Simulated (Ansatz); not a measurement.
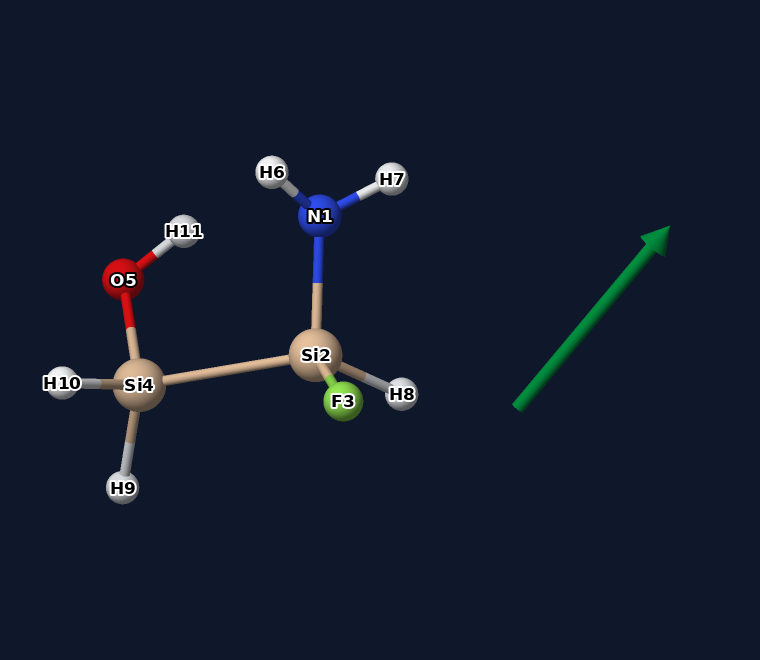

The arrow beside the molecule shows the direction of the dipole moment, from the negative to the positive end (its length means nothing). Computed geometry: PBE-D4/def2-SVP optimisation. No frequency run is at hand to confirm it as a minimum. Level of theory: RKS PBE-D4/def2-SVP (Ansatz 0.2.0).

**Estimate the dipole moment.**

2.41 D; it points from the side of H9 to the side of H7 (the outermost atoms at the two ends).
